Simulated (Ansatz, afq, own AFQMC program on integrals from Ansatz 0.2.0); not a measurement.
**SiGeH₂ (singlet): AFQMC on the coupled-cluster ladder at distance Si1–H3 = 5.072 Å, cc-pVDZ**

How near does AFQMC come to the top of the ladder for SiGeH₂ (singlet)?

Method: cc-pVDZ, frozen cores; program: Ansatz 0.2.0, Gaussian basis, and an in-house AFQMC program (afq) on its integrals; all values are calculated.

To be run: PBE (unrestricted); r2SCAN (unrestricted); PBE0 (unrestricted); B3LYP (unrestricted); wB97M-V (unrestricted); B2PLYP (unrestricted); CCSD(T) on RHF; CCSDT(Q) on RHF; Phaseless AFQMC, CISD trial on RHF; Phaseless AFQMC, single-determinant trial on RHF; UHF; CCSD(T) on UHF; CCSDT(Q) on UHF; Phaseless AFQMC, CISD trial on UHF; Phaseless AFQMC, single-determinant trial on UHF.

11 further runs of the same task are left out: 11 that didn't finish.

**1. What is computed**

The geometry derives from a PBE0/def2-TZVP stationary point (not a proven minimum). One bond is set to the value named and the two fragments are kept rigid. No spin-orbit coupling is included. The filled d shell of Ge may be among the frozen orbitals whatever the setting's name suggests; the logs give the count.

4 atoms, charge 0, spin multiplicity 1.

Atoms are counted from 1 here; the program's logs count them from 0.

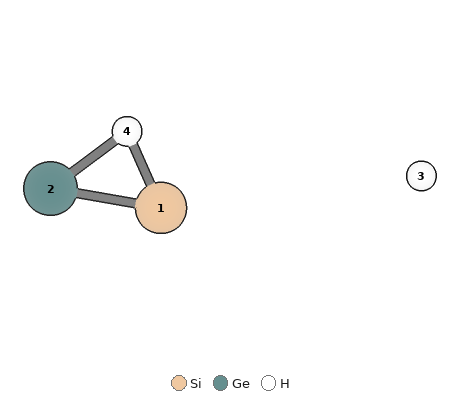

The structure; silicon light orange, germanium teal, hydrogen white; atoms are numbered from 1 in the order of the file.

**2. PBE (unrestricted)**

in.yaml

```yaml
crystal:
  periodic: [false, false, false]
  atoms:
    - {symbol: Si, position_ang: [0.000000, 0.083556, 1.490981]}
    - {symbol: Ge, position_ang: [0.000000, 0.002537, -0.674125]}
    - {symbol: H, position_ang: [0.000000, -1.213939, 6.394214]}
    - {symbol: H, position_ang: [0.000000, -1.297152, 0.643387]}
basis:
  gaussian: {orbitals: cc-pVDZ}
magnetization: {spin_polarized: true, initial_magnetization: 0}
hamiltonian: {xc: {name: PBE}}
output: {orbitals: {seedname: orbitals}}
```

Command:

```bash
ansatz run in.yaml --threads 1 --pin off --events-out ev --progress --plain --max-ram 1382MiB
```

Log:

```text
Functional definition: PBE
  name "PBE"
  cite "Perdew, Burke & Ernzerhof, Phys. Rev. Lett. 77, 3865 (1996) doi:10.1103/PhysRevLett.77.3865"
  parent pbe
  parameter kappa = 0.804
  parameter beta = 0.06672455060314922
  exchange = pbe_x(kappa = kappa, mu = beta*pi^2/3)
  correlation = pbe_c(beta = beta)
600 factors; integrals over basis functions are off by at most 1.3e-3 eV
mean field evaluation 1: about -64404.1996 eV, gradient 1.7e1 eV
mean field evaluation 2: about -64392.0713 eV, gradient 3.1e1 eV
mean field evaluation 4: about -64400.2851 eV, gradient 1.7e1 eV
mean field evaluation 8: about -64408.5910 eV, gradient 1.3e-3 eV
mean field evaluation 16: about -64409.5639 eV, gradient 1.6e0 eV
mean field evaluation 32: about -64408.5998 eV, gradient 2.6e0 eV
mean field evaluation 64: about -64409.8518 eV, gradient 1.1e-1 eV
mean field evaluation 96: about -64409.6656 eV, gradient 1.2e-1 eV
mean field -64409.85276128 eV, -2367.0184304107 hartree, gradient 5.1e-6 eV, S^2 1.004175; 9 other end points of the search recorded, 0 dependent functions left out
reference -64409.85280205 eV, -2367.0184319091 hartree; 24, 24 occupied and 31, 31 virtual orbitals, 600 factors
Total energy: -64409.85280205 eV, -2367.0184319091 hartree
```

It took 11 s on 1 thread of Arm Neoverse V1, shared host.

From the report: ⟨S²⟩ of the determinant 1.004 (pure singlet: 0.00). The determinant is far from a pure spin state, so its energy mixes those of several spin states (harmless only where they are near-degenerate, as at dissociation).

**3. r2SCAN (unrestricted)**

in.yaml: that of step 2 with these lines changed.

```diff
@@ -10,3 +10,2 @@
 magnetization: {spin_polarized: true, initial_magnetization: 0}
-hamiltonian: {xc: {name: PBE}}
-output: {orbitals: {seedname: orbitals}}
+hamiltonian: {xc: {name: r2SCAN}}
```

Launched as before.

Log, cut to the lines that bear on the results:

```text
Functional definition: r2SCAN
  name "r2SCAN"
  cite "Furness, Kaplan, Ning, Perdew & Sun, J. Phys. Chem. Lett. 11, 8208 (2020) doi:10.1021/acs.jpclett.0c02405"
  cite "Furness, Kaplan, Ning, Perdew & Sun, J. Phys. Chem. Lett. 11, 9248 (2020) doi:10.1021/acs.jpclett.0c03077"
  parent r2scan
[...]
600 factors; integrals over basis functions are off by at most 1.3e-3 eV
[...]
mean field -64421.23875607 eV, -2367.4368580014 hartree, gradient 5.5e-6 eV, S^2 1.010656; 11 other end points of the search recorded, 0 dependent functions left out
reference -64421.23876956 eV, -2367.4368584975 hartree; 24, 24 occupied and 31, 31 virtual orbitals, 600 factors
Total energy: -64421.23876956 eV, -2367.4368584975 hartree
```

Wall time 33 s (1 thread of Arm Neoverse V1, shared host).

From the report: ⟨S²⟩ of the determinant 1.011 (pure singlet: 0.00). The determinant is far from a pure spin state, so its energy mixes those of several spin states (harmless only where they are near-degenerate, as at dissociation).

**4. PBE0 (unrestricted)**

in.yaml: that of step 3 with these lines changed.

```diff
@@ -10,2 +10,3 @@
 magnetization: {spin_polarized: true, initial_magnetization: 0}
-hamiltonian: {xc: {name: r2SCAN}}
+hamiltonian: {xc: {name: PBE0}}
+output: {orbitals: {seedname: orbitals}}
```

The command is unchanged.

Log, cut to the lines that bear on the results:

```text
Functional definition: PBE0
  name "PBE0"
  cite "Adamo & Barone, J. Chem. Phys. 110, 6158 (1999) doi:10.1063/1.478522"
  cite "Perdew, Burke & Ernzerhof, Phys. Rev. Lett. 77, 3865 (1996) doi:10.1103/PhysRevLett.77.3865"
  parent pbe
[...]
600 factors; integrals over basis functions are off by at most 1.3e-3 eV
[...]
mean field -64411.90159903 eV, -2367.0937238094 hartree, gradient 3.5e-6 eV, S^2 1.009416; 8 other end points of the search recorded, 0 dependent functions left out
reference -64411.90162949 eV, -2367.0937249287 hartree; 24, 24 occupied and 31, 31 virtual orbitals, 600 factors
Total energy: -64411.90162949 eV, -2367.0937249287 hartree
```

It took 15 s on 1 thread of Arm Neoverse V1, shared host.

From the report: ⟨S²⟩ of the determinant 1.009 (pure singlet: 0.00). The determinant is far from a pure spin state, so its energy mixes those of several spin states (harmless only where they are near-degenerate, as at dissociation).

**5. B3LYP (unrestricted)**

in.yaml: that of step 4 with these lines changed.

```diff
@@ -10,3 +10,2 @@
 magnetization: {spin_polarized: true, initial_magnetization: 0}
-hamiltonian: {xc: {name: PBE0}}
-output: {orbitals: {seedname: orbitals}}
+hamiltonian: {xc: {name: B3LYP}}
```

Launched as before.

Log, cut to the lines that bear on the results:

```text
Functional definition: B3LYP
  name "B3LYP"
  cite "Stephens, Devlin, Chabalowski & Frisch, J. Phys. Chem. 98, 11623 (1994) doi:10.1021/j100096a001"
  cite "Becke, Phys. Rev. A 38, 3098 (1988) doi:10.1103/PhysRevA.38.3098"
  cite "Lee, Yang & Parr, Phys. Rev. B 37, 785 (1988) doi:10.1103/PhysRevB.37.785"
  cite "Vosko, Wilk & Nusair, Can. J. Phys. 58, 1200 (1980) doi:10.1139/p80-159"
[...]
600 factors; integrals over basis functions are off by at most 1.3e-3 eV
[...]
mean field -64424.15453426 eV, -2367.5440108737 hartree, gradient 3.1e-6 eV, S^2 1.005732; 12 other end points of the search recorded, 0 dependent functions left out
reference -64424.15480645 eV, -2367.5440208763 hartree; 24, 24 occupied and 31, 31 virtual orbitals, 600 factors
Total energy: -64424.15480645 eV, -2367.5440208763 hartree
```

It took 17 s on 1 thread of Arm Neoverse V1, shared host.

From the report: ⟨S²⟩ of the determinant 1.006 (pure singlet: 0.00). The determinant is far from a pure spin state, so its energy mixes those of several spin states (harmless only where they are near-degenerate, as at dissociation).

**6. wB97M-V (unrestricted)**

in.yaml: that of step 5 with these lines changed.

```diff
@@ -10,2 +10,3 @@
 magnetization: {spin_polarized: true, initial_magnetization: 0}
-hamiltonian: {xc: {name: B3LYP}}
+hamiltonian: {xc: {name: wB97M-V}}
+output: {orbitals: {seedname: orbitals}}
```

Same command.

Log, cut to the lines that bear on the results:

```text
Functional definition: wB97M-V
  name "wB97M-V"
  cite "Mardirossian & Head-Gordon, J. Chem. Phys. 144, 214110 (2016) doi:10.1063/1.4952647"
  cite "Becke, J. Chem. Phys. 107, 8554 (1997) doi:10.1063/1.475007"
  cite "Vydrov & Van Voorhis, J. Chem. Phys. 133, 244103 (2010) doi:10.1063/1.3521275"
  # Of w^i u^j: cxij and so on, Table III.
[...]
  gx(w, u) = 1 - cx + cx01*u + cx10*w
  gss(w, u) = css00 + css04*u^4 + css10*w + css20*w^2 + css43*w^4*u^3
  gos(w, u) = cos00 + cos10*w + (cos20 + cos21*u)*w^2 + (cos60 + cos61*u)*w^6
[...]
      + integral(e_c_pw_mod_opposite_spin*gos(b97_w_opposite, b97_u_opposite)) + vv10(b, c)
600 factors; integrals over basis functions are off by at most 1.3e-3 eV
183 factors; integrals over basis functions are off by at most 1.2e-4 eV
[...]
mean field -64418.40957728 eV, -2367.3328875986 hartree, gradient 2.7e-6 eV, S^2 1.003791; 8 other end points of the search recorded, 0 dependent functions left out
reference -64418.40961933 eV, -2367.3328891440 hartree; 24, 24 occupied and 31, 31 virtual orbitals, 600 factors
Total energy: -64418.40961933 eV, -2367.3328891440 hartree
```

It took 98 s on 1 thread of Arm Neoverse V1, shared host; peak memory 0.26 GiB.

From the report: ⟨S²⟩ of the determinant 1.004 (pure singlet: 0.00). The determinant is far from a pure spin state, so its energy mixes those of several spin states (harmless only where they are near-degenerate, as at dissociation).

**7. B2PLYP (unrestricted)**

in.yaml: that of step 6 with these lines changed.

```diff
@@ -10,3 +10,3 @@
 magnetization: {spin_polarized: true, initial_magnetization: 0}
-hamiltonian: {xc: {name: wB97M-V}}
-output: {orbitals: {seedname: orbitals}}
+hamiltonian: {xc: {name: B2PLYP}}
+correlation: {electrons: outside_noble_gas}
```

Launched as before.

Log, cut to the lines that bear on the results:

```text
Functional definition: B2PLYP
  name "B2PLYP"
  cite "Grimme, J. Chem. Phys. 124, 034108 (2006) doi:10.1063/1.2148954"
  cite "Becke, Phys. Rev. A 38, 3098 (1988) doi:10.1103/PhysRevA.38.3098"
  cite "Lee, Yang & Parr, Phys. Rev. B 37, 785 (1988) doi:10.1103/PhysRevB.37.785"
[...]
600 factors; integrals over basis functions are off by at most 1.3e-3 eV
[...]
mean field -64405.92188777 eV, -2366.8739734736 hartree, gradient 2.4e-6 eV, S^2 1.014616; 10 other end points of the search recorded, 0 dependent functions left out
19 core orbitals not correlated: weight in the atoms' cores, before any rotation towards them, 0.999 or more for the frozen orbitals, at most 0.001 for the correlated occupied ones
reference -64405.92206406 eV, -2366.8739799521 hartree; 5, 5 occupied and 31, 31 virtual orbitals, 600 factors
second order -5.31380551 eV of doubles, -0.00000000 eV of singles
Total energy: -64407.35679154 eV, -2366.9267052148 hartree
```

Wall time 20 s (1 thread of Arm Neoverse V1, shared host).

From the report: ⟨S²⟩ of the determinant 1.015 (pure singlet: 0.00). The determinant is far from a pure spin state, so its energy mixes those of several spin states (harmless only where they are near-degenerate, as at dissociation).

**8. CCSD(T) on RHF**

in.yaml: that of step 7 with these lines changed.

```diff
@@ -9,4 +9,3 @@
   gaussian: {orbitals: cc-pVDZ}
-magnetization: {spin_polarized: true, initial_magnetization: 0}
-hamiltonian: {xc: {name: B2PLYP}}
-correlation: {electrons: outside_noble_gas}
+magnetization: {spin_polarized: false}
+correlation: {method: ccsd_t, electrons: outside_noble_gas, hamiltonian_folder: ham}
```

The command is unchanged.

Log, cut to the lines that bear on the results:

```text
Functional definition: HF
  name "HF"
  cite "Fock, Z. Phys. 61, 126 (1930) doi:10.1007/BF01340294"
  parent pbe
[...]
600 factors; integrals over basis functions are off by at most 1.3e-3 eV
[...]
mean field -64357.36934190 eV, -2365.0897003231 hartree, gradient 8.8e-6 eV, S^2 0.000000; 12 other end points of the search recorded, 0 dependent functions left out; unrestricted orbitals would lower it
[...]
determinant -64357.36934190 eV, -2365.0897003231 hartree, with singles and doubles -64365.50194380 eV, -2365.3885679305 hartree
determinant -64357.21812028 eV, -2365.0841430313 hartree, with singles and doubles -64365.60089726 eV, -2365.3922044029 hartree
determinant -64356.90197121 eV, -2365.0725247671 hartree, with singles and doubles -64365.46335720 eV, -2365.3871498992 hartree
determinant -64355.47817405 eV, -2365.0202011865 hartree, with no singles and doubles
[...]
determinant -64357.21812028 eV, -2365.0841430313 hartree, with singles and doubles -64366.42885417 eV, -2365.4226312583 hartree
determinant -64356.90197121 eV, -2365.0725247671 hartree, with singles and doubles -64366.40086052 eV, -2365.4216025107 hartree
[...]
unrestricted determinant -64362.08302501 eV, -2365.2629249823 hartree, S^2 1.0082
19 core orbitals not correlated: weight in the atoms' cores, before any rotation towards them, 1.000 or more for the frozen orbitals, at most 0.000 for the correlated occupied ones
reference -64357.36934190 eV, -2365.0897003231 hartree; 5, 5 occupied and 31, 31 virtual orbitals, 600 factors
second order -8.43962930 eV of doubles, -0.00000000 eV of singles
cycle   1  -5.75772272 eV  change    -1.8e0 eV  update   1.8e-1
[...]
cycle  29  -9.03369610 eV  change    2.7e-6 eV  update   2.1e-6
perturbative correction -1.43992219 eV, -0.0529161646 hartree
WARN: the results are in doubt because among natural orbitals full CI differs from the method by +0.100 eV
Total energy: -64367.84296020 eV, -2365.4745986962 hartree
In doubt: among natural orbitals full CI differs from the method by +0.100 eV
```

It took 15 s on 1 thread of Arm Neoverse V1, shared host.

From the report: correlation -10.4736 eV; T1 0.085; largest double amplitude 0.89. The program marks this result as in doubt; its last lines say why.

This run also writes the integrals to the folder ham.

**9. CCSDT(Q) on RHF**

in.yaml: that of step 8 with these lines changed.

```diff
@@ -10,2 +10,2 @@
 magnetization: {spin_polarized: false}
-correlation: {method: ccsd_t, electrons: outside_noble_gas, hamiltonian_folder: ham}
+correlation: {method: ccsdt_q, electrons: outside_noble_gas}
```

The command is unchanged.

Log, cut to the lines that bear on the results:

```text
Functional definition: HF
  name "HF"
  cite "Fock, Z. Phys. 61, 126 (1930) doi:10.1007/BF01340294"
  parent pbe
[...]
1056 factors; integrals over basis functions are off by at most 2.3e-7 eV
[...]
mean field -64357.36942295 eV, -2365.0897033015 hartree, gradient 1.9e-6 eV, S^2 0.000000; 12 other end points of the search recorded, 0 dependent functions left out; unrestricted orbitals would lower it
determinant -64357.36942295 eV, -2365.0897033015 hartree, with singles and doubles -64365.50203943 eV, -2365.3885714446 hartree
determinant -64357.21820952 eV, -2365.0841463108 hartree, with singles and doubles -64365.60099005 eV, -2365.3922078131 hartree
determinant -64356.90205975 eV, -2365.0725280209 hartree, with singles and doubles -64365.46345334 eV, -2365.3871534320 hartree
determinant -64355.47824385 eV, -2365.0202037516 hartree, with no singles and doubles
[...]
determinant -64357.21820952 eV, -2365.0841463108 hartree, with singles and doubles -64366.42894966 eV, -2365.4226347674 hartree
determinant -64356.90205975 eV, -2365.0725280209 hartree, with singles and doubles -64366.40095539 eV, -2365.4216059971 hartree
[...]
unrestricted determinant -64362.08311370 eV, -2365.2629282418 hartree, S^2 1.0082
19 core orbitals not correlated: weight in the atoms' cores, before any rotation towards them, 1.000 or more for the frozen orbitals, at most 0.000 for the correlated occupied ones
reference -64357.36942295 eV, -2365.0897033015 hartree; 5, 5 occupied and 31, 31 virtual orbitals, 1056 factors
second order -8.43968849 eV of doubles, -0.00000000 eV of singles
cycle   1  -5.75775575 eV  change    -1.8e0 eV  update   1.8e-1
[...]
cycle  56  -9.77766675 eV  change    1.1e-7 eV  update   1.1e-7
perturbative correction -0.14678205 eV, -0.0053941408 hartree
WARN: the results are in doubt because among natural orbitals the method converges to other amplitudes
Total energy: -64367.29387175 eV, -2365.4544200678 hartree
In doubt: among natural orbitals the method converges to other amplitudes
```

Run time: 43 s. Hardware: 1 thread of Arm Neoverse V1, shared host; peak memory 0.31 GiB.

From the report: correlation -9.9244 eV; T1 0.133; largest double amplitude 1.06. The program marks this result as in doubt; its last lines say why.

**10. Phaseless AFQMC, CISD trial on RHF**

It reads the integrals that the CCSD(T) run on this determinant wrote.

Command:

```bash
afq ham --method phaseless --trial cisd --walkers 60 --populations 1 --least-time 40 --time-step 0.005 --steps-per-block 50 --equilibration-blocks 40 --max-blocks 300 --target-error 0.00076 --factor-cut 1e-05 --seed 6331 --release-times 0.24,0.51,0.99,1.62,2.4 --release-step 0.03 --release-every 4 --taylor-order 6
```

Log:

```text
orbitals 36  electrons 5 5  factors 261 of 600
reference energy -2365.08970032 Eh
CCSD correlation -0.33198227 Eh in 24 cycles, weight of the determinant in the CISD state 0.4643
energy of the start -2365.421683 Eh
 block  time / (1/Eh)  mean weight  energy / Eh
     1     0.250  0.9991  -2365.412208
     2     0.500  0.9990  -2365.411286
     3     0.750  0.9998  -2365.414566
     4     1.000  0.9953  -2365.415912
     5     1.250  1.0010  -2365.418837
     6     1.500  1.0013  -2365.420177
     7     1.750  0.9995  -2365.422202
     8     2.000  1.0001  -2365.421557
     9     2.250  1.0008  -2365.424744
    10     2.500  0.9998  -2365.434466
    17     4.250  0.9998  -2365.451582
    25     6.250  1.0016  -2365.473360
    33     8.250  1.0003  -2365.444384
    41    10.250  1.0026  -2365.453338
    49    12.250  0.9969  -2365.450427
    57    14.250  1.0004  -2365.508260
    65    16.250  1.0010  -2365.515727
    73    18.250  0.9993  -2365.447367
    81    20.250  1.0001  -2365.443962
    89    22.250  1.0000  -2365.447195
    97    24.250  0.9904  -2365.432836
   105    26.250  1.0011  -2365.444200
   113    28.250  1.0007  -2365.414614
   121    30.250  0.9995  -2365.431095
   129    32.250  0.9987  -2365.443817
   137    34.250  1.0011  -2365.416742
   145    36.250  1.0000  -2365.429806
   153    38.250  0.9834  -2365.427140
   161    40.250  1.0003  -2365.414783
   169    42.250  0.9982  -2365.429062
   177    44.250  1.0008  -2365.448118
   185    46.250  0.9997  -2365.429930
   193    48.250  1.0004  -2365.429414
   201    50.250  0.9997  -2365.460513
   209    52.250  0.9986  -2365.425520
   217    54.250  1.0001  -2365.434257
   225    56.250  1.0014  -2365.448289
   233    58.250  1.0028  -2365.446687
   241    60.250  1.0024  -2365.499647
   249    62.250  0.9980  -2365.441587
   257    64.250  1.0001  -2365.458334
   265    66.250  1.0024  -2365.436282
   273    68.250  1.0006  -2365.443832
   281    70.250  1.0009  -2365.427088
   289    72.250  1.0014  -2365.437126
   297    74.250  1.0004  -2365.446086
   305    76.250  0.9982  -2365.436109
   313    78.250  1.0002  -2365.423771
   321    80.250  1.0005  -2365.476555
   329    82.250  1.0000  -2365.442376
   337    84.250  1.0011  -2365.440441
blocks merged  error / Eh  count
     1  0.001322  300
     2  0.001643  150
     4  0.002112  75
     8  0.002704  37
    16  0.003310  18
    32  0.003320  9
released: time / (1/Eh)  energy / Eh  error  mean overlap
  0.24  -2365.442645  0.002996  1.0107
  0.51  -2365.441790  0.002376  1.0175
  0.99  -2365.442724  0.002523  1.0328
  1.62  -2365.451106  0.003117  1.0014
  2.40  -2365.445623  0.003504  1.0057
energy -2365.446963 +/- 0.003310 Eh
```

Wall time 3 min (1 thread of Arm Neoverse V1, shared host).

Energy -64367.0909 ± 0.0901 eV. The run doesn't count as converged. Caveats: constraint bias not in the error; error above the target; large difference.

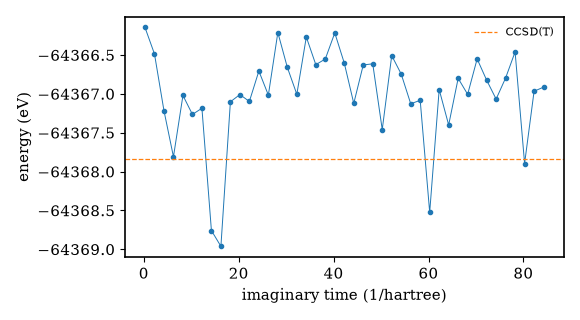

Block energies along the walk.

**11. Phaseless AFQMC, single-determinant trial on RHF**

It reads the integrals that the CCSD(T) run on this determinant wrote.

Command:

```bash
afq ham --method phaseless --trial hf --walkers 120 --populations 1 --least-time 40 --time-step 0.005 --steps-per-block 20 --equilibration-blocks 160 --max-blocks 600 --target-error 0.00228 --factor-cut 1e-05 --seed 8709 --taylor-order 6
```

Log:

```text
orbitals 36  electrons 5 5  factors 261 of 600
reference energy -2365.08970032 Eh
CCSD correlation -0.33198227 Eh in 24 cycles, weight of the determinant in the CISD state 0.4643
energy of the start -2365.089700 Eh
 block  time / (1/Eh)  mean weight  energy / Eh
     1     0.100  0.9985  -2365.120307
     2     0.200  1.0015  -2365.146142
     3     0.300  0.9989  -2365.165878
     4     0.400  1.0017  -2365.186537
     5     0.500  1.0000  -2365.204750
     6     0.600  1.0002  -2365.217875
     7     0.700  0.9999  -2365.230844
     8     0.800  1.0005  -2365.240250
     9     0.900  0.9996  -2365.245684
    10     1.000  1.0017  -2365.259450
    20     2.000  0.9996  -2365.335301
    39     3.900  0.9993  -2365.360468
    58     5.800  1.0023  -2365.377653
    77     7.700  1.0002  -2365.357985
    96     9.600  0.9990  -2365.365928
   115    11.500  0.9991  -2365.335743
   134    13.400  0.9994  -2365.372532
   153    15.300  1.0003  -2365.375505
   172    17.200  1.0013  -2365.362530
   191    19.100  1.0002  -2365.403987
   210    21.000  1.0010  -2365.375807
   229    22.900  0.9978  -2365.343591
   248    24.800  1.0008  -2365.331641
   267    26.700  0.9983  -2365.354491
   286    28.600  0.9991  -2365.379971
   305    30.500  1.0012  -2365.357776
   324    32.400  0.9998  -2365.335893
   343    34.300  1.0014  -2365.394253
   362    36.200  0.9988  -2365.394990
   381    38.100  0.9986  -2365.351284
   400    40.000  1.0007  -2365.353876
   419    41.900  1.0004  -2365.356493
   438    43.800  1.0003  -2365.344056
   457    45.700  0.9998  -2365.360512
   476    47.600  1.0007  -2365.335076
   495    49.500  1.0016  -2365.450863
   514    51.400  1.0011  -2365.392588
   533    53.300  0.9996  -2365.354683
   552    55.200  0.9989  -2365.389959
   571    57.100  1.0020  -2365.375008
   590    59.000  0.9993  -2365.400111
   609    60.900  1.0007  -2365.365907
   628    62.800  0.9990  -2365.379193
   647    64.700  0.9989  -2365.313678
   666    66.600  0.9988  -2365.336329
   685    68.500  0.9989  -2365.328374
   704    70.400  0.9997  -2365.346393
   723    72.300  1.0004  -2365.365955
   742    74.200  0.9980  -2365.332977
blocks merged  error / Eh  count
     1  0.001046  600
     2  0.001383  300
     4  0.001774  150
     8  0.002226  75
    16  0.002700  37
    32  0.002680  18
    64  0.002638  9
energy -2365.359671 +/- 0.002700 Eh
```

Wall time 2.3 min (1 thread of Arm Neoverse V1, shared host).

Energy -64364.7156 ± 0.0735 eV. Caveats: constraint bias not in the error; large difference.

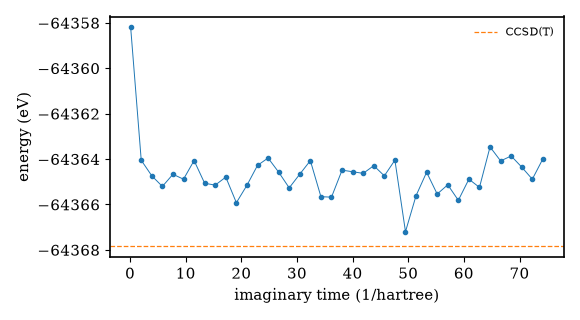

Block energies along the walk.

[end of part 1 of 2]
